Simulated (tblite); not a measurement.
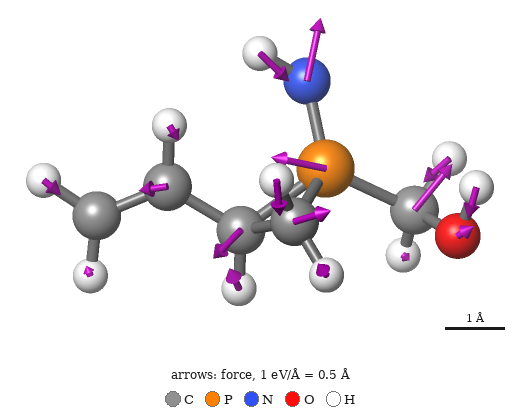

Starting geometry of C₅H₁₀NOP with the computed forces as purple arrows. The picture is a ball-and-stick view, seen face on.

Method: tblite, GFN2-xTB geometry optimisation, gas phase. 

> What follows when this structure is relaxed?

It isn't relaxed: the largest force vector, on the N atom, is 2.24 eV/Å. The final displacements have little in common with the starting forces (cosine between the two patterns 0.14). The largest move after the best rigid fit is that of an H atom, 1.59 Å. By element the largest moves are H 1.59 Å, O 1.22 Å, N 0.76 Å, C 0.40 Å, P 0.38 Å. Some distances before and after: C–H 1.126 → 1.084 Å, C–C 1.532 → 1.570 Å, C–P 1.812 → 1.850 Å, C–H 1.139 → 1.103 Å. Among the angles between lasting bonds that change: C–P–N 114.9° → 133.6°, N–P–C 120.4° → 106.7°, C–P–N 121.5° → 131.9°. Groups turn about C–P by about 80°, C–O by about 35°. The energy falls by 22.2 kcal/mol in 147 geometry steps.
